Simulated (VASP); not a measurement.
Band structure of Hf (space group Fm-3m). Level of theory: LDA (Ceperley-Alder, Perdew-Zunger), VASP's LDA PAW potentials (set 64) (plane waves; VASP 6.6.1).

Unless said otherwise, spin-orbit coupling is left out, though it shifts the bands of the heavy elements here.

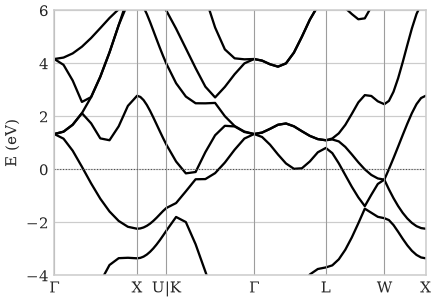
Bands along high-symmetry lines, zero at the valence-band maximum or, without a gap, the Fermi level

Problem. Read the plot: is there a gap, and where are the band edges?

Solution. It has no gap at this level: it comes out as a metal or semimetal.

The structure comes from a measured Hf entry (Fm-3m) of the Crystallography Open Database, whose conditions weren't checked. The cell was not relaxed at this level.
